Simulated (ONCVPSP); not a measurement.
**Run report: As, pseudopotential generation**

- system: arsenic (As, Z = 33), core [Ar] 3d10, reference valence 4s2 4p3, valence charge 5.
- method: ONCV potential, PW91, non-relativistic, made with ONCVPSP 4.0.1

Input file:
```
# ATOM AND REFERENCE CONFIGURATION
# atsym  z   nc   nv     iexc    psfile
  As 33.00    6    2  -109134      upf
#
#   n    l    f
    1    0    2.00
    2    0    2.00
    2    1    6.00
    3    0    2.00
    3    1    6.00
    3    2   10.00
    4    0    2.00
    4    1    3.00
#
# PSEUDOPOTENTIAL AND OPTIMIZATION
# lmax
    1
#
#   l,   rc,      ep,       ncon, nbas, qcut
    0    1.55    0.00    4    8    4.20
    1    1.65    0.00    4    9    4.20
#
# LOCAL POTENTIAL
# lloc, lpopt,  rc(5),   dvloc0
    4    5    1.35    1.00
#
# VANDERBILT-KLEINMAN-BYLANDER PROJECTORs
# l, nproj, debl
    0    2    2.10
    1    2    2.90
#
# MODEL CORE CHARGE
# icmod, fcfact, rcfact
    0    0.00    0.00
#
# LOG DERIVATIVE ANALYSIS
# epsh1, epsh2, depsh
   -2.00    5.00    0.02
#
# OUTPUT GRID
# rlmax, drl
    6.00    0.01
#
# TEST CONFIGURATIONS
# ncnf
    4
# nvcnf
#   n    l    f
    2
    4    0    2.00
    4    1    2.00
#
    2
    4    0    2.00
    4    1    1.00
#
    2
    4    0    2.00
    4    1    0.00
#
    2
    4    0    1.00
    4    1    0.00
#
```

The log's header says scalar-relativistic, as this program prints it for non-relativistic runs too.

Hardware: 1 CPU thread, shared host.

Run as:
```bash
oncvpspnr.x < As.dat > As.out
```

Output (extracts):
```
ONCVPSP  (Optimized Norm-Conservinng Vanderbilt PSeudopotential)
scalar-relativistic version 4.0.1

#   n    l    f        energy (Ha)
    1    0    2.00    -4.2415061E+02
    2    0    2.00    -5.3187032E+01
    2    1    6.00    -4.7571245E+01
    3    0    2.00    -6.7588491E+00
    3    1    6.00    -4.8628036E+00
    3    2   10.00    -1.5366349E+00
    4    0    2.00    -5.1905432E-01
    4    1    3.00    -1.9398063E-01

Reference configufation results
  iterations    24
  all-electron total energy (Ha)   -2.23595701D+03

Begin loop to  construct optimized pseudo wave functions
and semi-local pseudopoentials for all angular momenta

   Wellstate for l =  0  n =  6
     eigenvalue =   1.5809
     asymptotic potential =   2.0809
     half-point radius =  4.2450

Calculating optimized projector #   1

 for l=   0

    Fraction of norm inside rc  0.306151
    Optimizing pswf for qcut=   4.20 a_B^-1,  ecut=   8.82 Ha
    Residual kinetic energy error=  1.64D-03 Ha

    Energy error per electron        Cutoff
         Ha          eV             Ha
         0.01000     0.27211        6.55
         0.00100     0.02721        9.75
         0.00010     0.00272       36.46
         0.00001     0.00027       66.75

Calculating optimized projector #   2

 for l=   0

    Fraction of norm inside rc  0.087279
    Optimizing pswf for qcut=   4.20 a_B^-1,  ecut=   8.82 Ha
    Residual kinetic energy error=  3.26D-03 Ha

    Energy error per electron        Cutoff
         Ha          eV             Ha
         0.01000     0.27211        7.26
         0.00100     0.02721       17.80
         0.00010     0.00272       87.15
         0.00001     0.00027      102.74

   Wellstate for l =  1  n =  6
     eigenvalue =   2.7060
     asymptotic potential =   3.2060
     half-point radius =  3.5233

Calculating optimized projector #   1

 for l=   1

    Fraction of norm inside rc  0.190027
    Optimizing pswf for qcut=   4.21 a_B^-1,  ecut=   8.86 Ha
    Residual kinetic energy error=  6.49D-04 Ha

    Energy error per electron        Cutoff
         Ha          eV             Ha
         0.01000     0.27211        2.47
         0.00100     0.02721        8.02
         0.00010     0.00272       21.17
         0.00001     0.00027       84.88

Calculating optimized projector #   2

 for l=   1

    Fraction of norm inside rc  0.112421
    Optimizing pswf for qcut=   4.21 a_B^-1,  ecut=   8.86 Ha
    Residual kinetic energy error=  8.60D-03 Ha

    Energy error per electron        Cutoff
         Ha          eV             Ha
         0.01000     0.27211        8.52
         0.00100     0.02721       35.98
         0.00010     0.00272      122.03
         0.00001     0.00027      141.94

Construct Vanderbilt / Kleinmman-Bylander projectors

B matrix Hermiticity error, ll=   0
   1   2   -2.2652E-08

  Orthonormal projector coefficients  8.0045E+00  1.3579E+00

B matrix Hermiticity error, ll=   1
   1   2   -7.6977E-08

  Orthonormal projector coefficients  5.2252E+00  9.5675E-01

Pseudoatom total energy   -6.098048

Diagnostic tests using Vanderbilt-Kleinman-Bylander pseudopotentials
  1 or more projectors used as specified by nproj input data

   l    rcore       rmatch      e in        delta e   norm test  slope test

   0   1.5558255   1.6030637  -0.5190543   0.0000000   1.0000000   1.0000000
   0   1.5558255   1.6030637   1.5809457  -0.0000001   1.0000001   1.0000001

   1   1.6517362   1.7018865  -0.1939806   0.0000000   1.0000000   1.0000000
   1   1.6517362   1.7018865   2.7060194  -0.0000005   1.0000004   1.0000004

 Testing for bound ghosts
   n   l    E NL Schr. Eq   E Basis Diag.   E Cutoff

   1   0       -0.519054       -0.510675    107.55

   2   1       -0.193981       -0.168300    143.97

 Testing for highly-localized positive-energy ghosts
       l    <radius>/rc     E Basis Diag.   E Cutoff

       0        0.874391        3.769195    107.55  WARNING - GHOST(+)

Test configuration 0

   n   l     f        eae           eps        diff
   1   0  2.0000 -424.15060954
   2   0  2.0000  -53.18703170
   2   1  6.0000  -47.57124468
   3   0  2.0000   -6.75884910
   3   1  6.0000   -4.86280356
   3   2 10.0000   -1.53663490
   4   0  2.0000   -0.51905432   -0.51905432    0.00D+00
   4   1  3.0000   -0.19398063   -0.19398062    2.41D-09

    Total energies and differences
      AE_ref= -2.23595701D+03  AE_tst= -2.23595701D+03  dif=  0.00D+00
      PS_ref= -6.09804785D+00  PS_tst= -6.09804785D+00  dif=  3.55D-15
      PSP excitation error= -3.55D-15

Test configuration 1

   n   l     f        eae           eps        diff
   1   0  2.0000 -424.51377365
   2   0  2.0000  -53.54729944
   2   1  6.0000  -47.93190998
   3   0  2.0000   -7.11791745
   3   1  6.0000   -5.22183675
   3   2 10.0000   -1.89499279
   4   0  2.0000   -0.84339150   -0.84362117   -2.30D-04
   4   1  2.0000   -0.49346632   -0.49366843   -2.02D-04

    Total energies and differences
      AE_ref= -2.23595701D+03  AE_tst= -2.23561753D+03  dif=  3.39D-01
      PS_ref= -6.09804785D+00  PS_tst= -5.75848698D+00  dif=  3.40D-01
      PSP excitation error= -8.04D-05

Test configuration 2

   n   l     f        eae           eps        diff
   1   0  2.0000 -424.94757335
   2   0  2.0000  -53.97496607
   2   1  6.0000  -48.36038301
   3   0  2.0000   -7.54293311
   3   1  6.0000   -5.64672665
   3   2 10.0000   -2.31838556
   4   0  2.0000   -1.21212569   -1.21253357   -4.08D-04
   4   1  1.0000   -0.83604353   -0.83652584   -4.82D-04

    Total energies and differences
      AE_ref= -2.23595701D+03  AE_tst= -2.23495581D+03  dif=  1.00D+00
      PS_ref= -6.09804785D+00  PS_tst= -5.09641029D+00  dif=  1.00D+00
      PSP excitation error= -4.41D-04

Test configuration 3

   n   l     f        eae           eps        diff
   1   0  2.0000 -425.44067409
   2   0  2.0000  -54.45813144
   2   1  6.0000  -48.84483010
   3   0  2.0000   -8.02168994
   3   1  6.0000   -6.12522763
   3   2 10.0000   -2.79439588
   4   0  2.0000   -1.61271017   -1.61182506    8.85D-04

    Total energies and differences
      AE_ref= -2.23595701D+03  AE_tst= -2.23393494D+03  dif=  2.02D+00
      PS_ref= -6.09804785D+00  PS_tst= -4.07532282D+00  dif=  2.02D+00
      PSP excitation error= -6.51D-04

Test configuration 4

   n   l     f        eae           eps        diff
   1   0  2.0000 -426.03709906
   2   0  2.0000  -55.03942651
   2   1  6.0000  -49.42757511
   3   0  2.0000   -8.59831639
   3   1  6.0000   -6.70107764
   3   2 10.0000   -3.36517537
   4   0  1.0000   -2.06502152   -2.05006325    1.50D-02

    Total energies and differences
      AE_ref= -2.23595701D+03  AE_tst= -2.23209750D+03  dif=  3.86D+00
      PS_ref= -6.09804785D+00  PS_tst= -2.24384884D+00  dif=  3.85D+00
      PSP excitation error=  5.31D-03
```

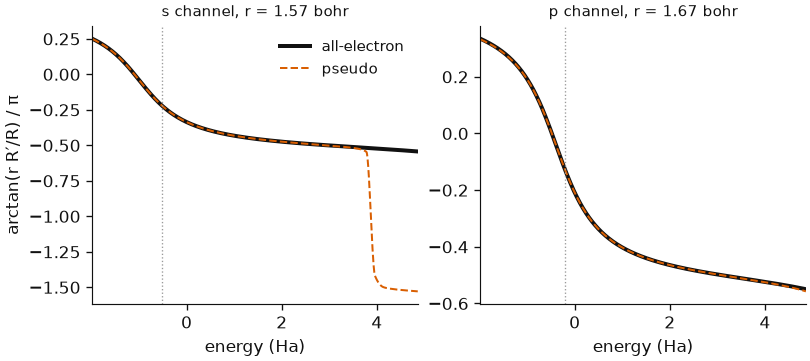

Figure 1. Unwrapped phase arctan(r R′/R) in units of π against energy, all-electron (solid) and pseudo (dashed); the pseudo phase is matched to the all-electron one at the reference energy. Here R(r) is the radial function. A near-vertical step is a level narrower than the spacing of the points behind the curves. The dotted line marks the reference energy of the channel. Not drawn: d: not judged; f: not judged.

- Ghost states: Going away from the reference energies, the phases part by more than π/2 in: s at about 3.9 Ha (above its reference energy, pseudo phase lower, at the flagged ghost). Such a step is either a state that only one of the two atoms has or an ordinary level shifted in energy. The separate test gives: no bound ghost flagged; GHOST(+) flagged for s at 102.6 eV.
- Range over which the phases agree within 0.05 rad: s: up to about 3.7 Ha; p: over the whole range drawn.

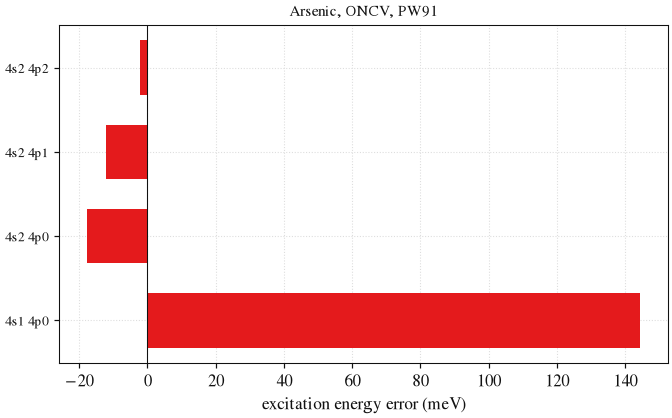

Figure 2. Errors, all-electron minus pseudo, of the energies of valence configurations relative to the unpolarised reference 4s2 4p3.

- Worst configuration: 4s1 4p0 (charge +4): the error is +144 meV on an all-electron energy of +105.02 eV relative to the reference, or 0.14 %.
- Errors in meV: 4s2 4p2: -2.2; 4s2 4p1: -12; 4s2 4p0: -18; 4s1 4p0: +144.

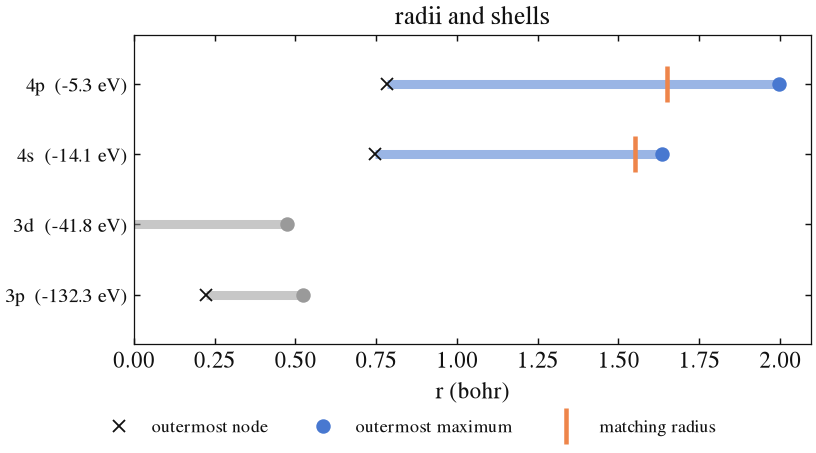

Figure 3. Outer shells of the all-electron reference atom: each bar runs from the outermost node (or the nucleus) to the outermost maximum of u(r); the tick is the radius chosen for the pseudo-wave. Shells without a tick have no pseudo-wave of their own. Levels, nodes and maxima are from ld1.x, non-relativistic.

- Radii against the shells: 4s: 1.55 bohr, between node and maximum; 4p: 1.65 bohr, between node and maximum.

Key numbers:

- outcome: generated, with a spurious state above the valence levels
- cutoffs needed: 9.8 Ha and 36 Ha (the cutoffs at which the residual kinetic energy of the hardest occupied pseudo-wave falls to 1 and 0.1 mHa per electron)
- ghost test: no bound ghost flagged; GHOST(+) flagged for s at 102.6 eV
- largest excitation error: +144 meV (all-electron minus pseudo) for 4s1 4p0, out of 4 test configurations
- clearest signs, in the scattering phases, of states that the all-electron atom lacks: s near 3.8 Ha
- range over which the phases arctan(r R′/R) at the test radius agree within 0.05 rad (a looser test near the poles than one of phase shifts): s: up to about 3.7 Ha; p: over the whole range computed; d: not judged, local potential alone; f: not judged, local potential alone
- wall time: 2.8 s

Remarks:

The scattering phases show an s state near 3.8 Ha, 4.3 Ha above the channel's reference energy, that the all-electron atom lacks; it spoils states at that energy.
